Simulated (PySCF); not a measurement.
SMILES c1cccc[nH+]1 (C5H6N (cation, charge +1)) at its GFN2-xTB optimised geometry (Å):

```
12

C     -0.6899    -1.2126     0.0000
C     -1.3730    -0.0007     0.0000
C     -0.6517     1.1765     0.0000
N      0.6846     1.1401     0.0000
C      1.3725    -0.0062     0.0000
C      0.7012    -1.2126     0.0000
H     -1.2346    -2.1447     0.0000
H     -2.4512     0.0295     0.0000
H     -1.1307     2.1447     0.0000
H      1.1988     2.0197     0.0000
H      2.4512     0.0520     0.0000
H      1.2568    -2.1370     0.0000
```

Calculation: PBE/def2-TZVP in PySCF.

Map of the log10 of the electron density (e/bohr³), floored at −4 on the plane z = 1.0 Å:

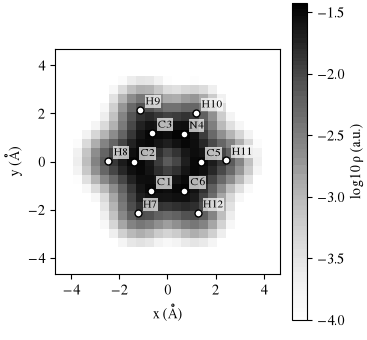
Figure. Log10 of the electron density (e/bohr³), floored at −4 on the plane z = 1.0 Å.
